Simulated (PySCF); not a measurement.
## CH3AlFGa: single-point calculation

- system: CH3AlFGa
- method: MP2/pcseg-2, RHF (PySCF 2.14.0)

The geometry comes from this level: GFN2-xTB.

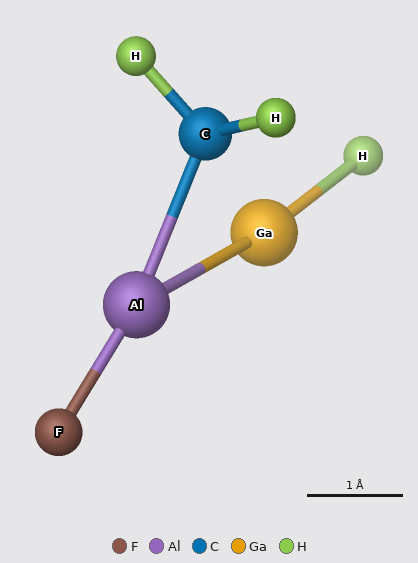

Fig. 1: The structure (ball-and-stick view, seen at a tilt). Sticks mark near contacts. Bond lengths as drawn: Al–C 1.94 Å, Al–F 1.66 Å, Al–Ga 2.58 Å, C–H 1.10 Å and Ga–H 1.79 Å.

Key numbers

| quantity | value |
| --- | --- |
| outcome | converged |
| total energy | −2304.897966 hartree |
| SCF energy | −2304.265296 hartree |
| correlation energy | −0.632669 hartree |
| basis functions | 179 |
| HOMO of the SCF reference | −7.95 eV |
| LUMO of the SCF reference | 0.05 eV |
| hardware | 1 thread of Arm Neoverse V1, 24 GiB of memory available, shared host |
| wall time | 26 s |
| peak memory | 1.4 GiB |

The input (calc.py)
```python
# [F][Al]1[CH2][GaH]1
from pyscf import gto, scf, mp

mol = gto.M(
    atom='''
F   -0.766610  -2.756260   1.041300
Al  -0.318470  -1.240830   0.522610
C    0.709950   0.404610   0.485630
Ga  -0.986860   0.477280  -1.277190
H    1.781620   0.273960   0.254700
H    0.698930   1.009720   1.407990
H   -1.118550   1.831520  -2.435050
''',
    basis='pcseg-2',
    max_memory=1860,
    verbose=3,
)

myscf = scf.RHF(mol)
myscf.conv_tol = 1e-10
myscf.kernel()
if not myscf.converged:
    myscf = myscf.newton().run(myscf.mo_coeff, myscf.mo_occ)

pt = mp.MP2(myscf, frozen=16).run()
e_final = pt.e_tot
print('E(%s) = %.9f' % ('MP2', e_final))
```

Launch command:
```bash
OMP_NUM_THREADS=1 python calc.py
```

Output
```
converged SCF energy = -2304.26529621417
E(RMP2) = -2304.89796562588  E_corr = -0.632669411711836
E(SCS-RMP2) = -2304.88718803694  E_corr = -0.621891822777158
E(MP2) = -2304.897965626
```

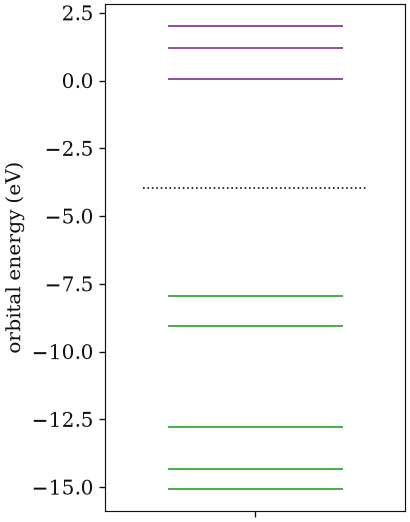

Fig. 2: Orbital energies near the frontier (SCF reference); the dotted line parts filled from empty levels, and levels within 0.02 eV of each other stand side by side. Highest filled −7.95 eV, lowest empty 0.05 eV, 8.00 eV apart.
